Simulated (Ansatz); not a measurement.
# AlH3: what the fields show

```yaml
atoms:
  - { symbol: Al, position_ang: [0.0000, 0.0000, 0.0000] }
  - { symbol: H, position_ang: [0.0000, 0.0000, 1.5865] }
  - { symbol: H, position_ang: [1.3740, 0.0000, -0.7933] }
  - { symbol: H, position_ang: [-1.3740, 0.0000, -0.7933] }
```

All numbers below come from Ansatz, RKS r2SCANh-D4/def2-SVP.

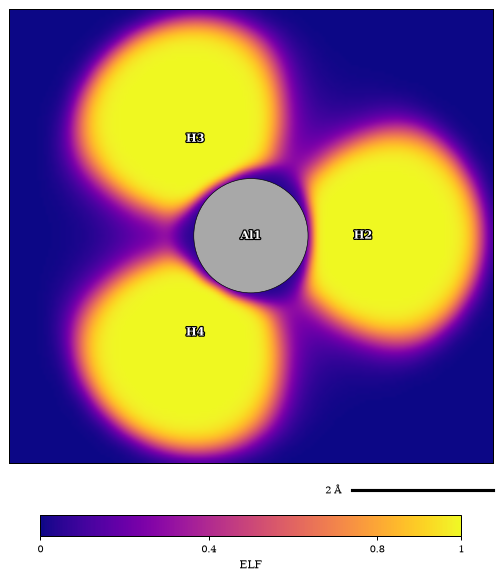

Figure 1. ELF on the molecular plane. Grey discs cover the atomic cores.

### Interpret the plot.

- Atoms in the plane: Al and H.
- Al–H (1.59 Å): the ELF climbs to about 1 towards the hydrogen.

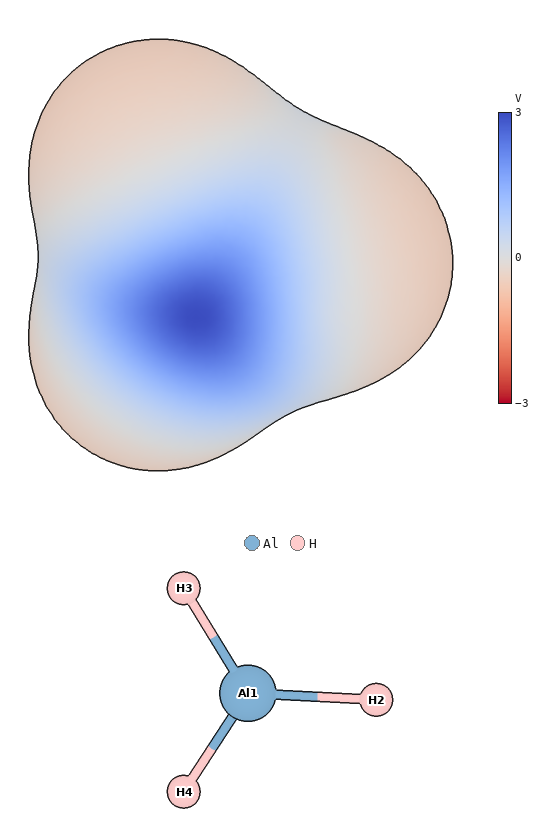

Figure 2. The electrostatic potential painted on the density surface at 0.001 e/bohr³, seen at a tilt; red is negative and blue positive. The bare structure is drawn below in the same view.

### Describe the electrostatic potential map.

The most negative region (about −0.5 V) lies over H2, H3 and H4, the most positive (about +2.9 V) over Al1.

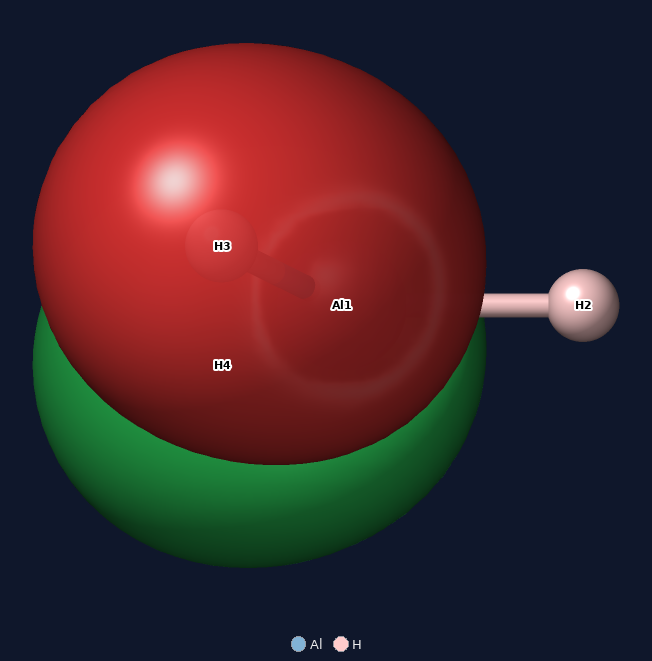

Figure 3. The HOMO at ±0.08 Å⁻³ᐟ² (green and red are the two phases), seen from one side.

### Describe this orbital and give its energy.

By Hirshfeld shares it lies mainly on Al1 (about 35 %), H3 (about 30 %) and H4 (about 30 %); it is symmetric in the molecular plane (an in-plane orbital: σ, lone-pair or in-plane π type). It is one of a degenerate set, so its orientation is arbitrary. Its energy is −8.08 eV.
